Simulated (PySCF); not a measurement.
```xyz
16

C    -1.1034   -1.4499    0.3223
N    -0.4858   -0.1599    0.0794
Si   -1.5828    1.1764    0.1004
Si    1.1309   -0.1847   -0.5569
N     1.8952    1.2595   -0.0080
O     1.9661   -1.4562    0.0174
H    -1.6631   -1.4317    1.2593
H    -0.3434   -2.2245    0.3851
H    -1.7967   -1.7191   -0.4797
H    -2.6097    1.0201   -0.9411
H    -0.8188    2.3975   -0.1437
H    -2.2314    1.2055    1.4168
H     1.1563   -0.4811   -1.9888
H     1.3924    2.1224   -0.1233
H     2.8545    1.3915   -0.2842
H     2.2322   -1.4568    0.9336
```

Geometry: GFN2-xTB.

The calculation used PBE0/pcSseg-1, SCF density, gas phase, non-relativistic in PySCF 2.14.0.

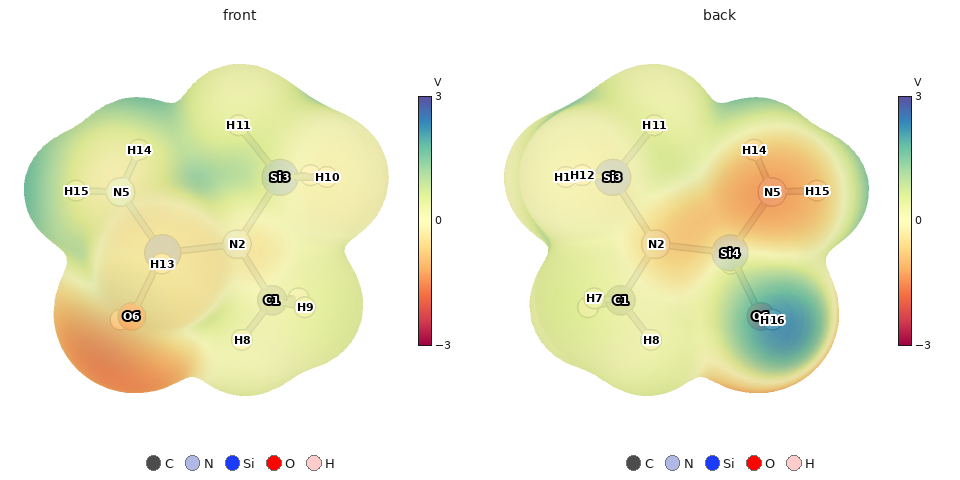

CH₁₀N₂OSi₂. The molecular electrostatic potential painted on the density surface at 0.002 e/bohr³, seen from the front and from behind; red is negative and blue positive.

**Describe the electrostatic potential map.**

The most negative region (about −1.6 V, or −37 kcal/mol for a unit charge) lies over O6, the most positive (about +2.2 V, or +51 kcal/mol for a unit charge) over H16. O6 is the likeliest acceptor of a hydrogen bond.

**What dipole moment does the calculation give?**

Its dipole moment is 1.14 D.
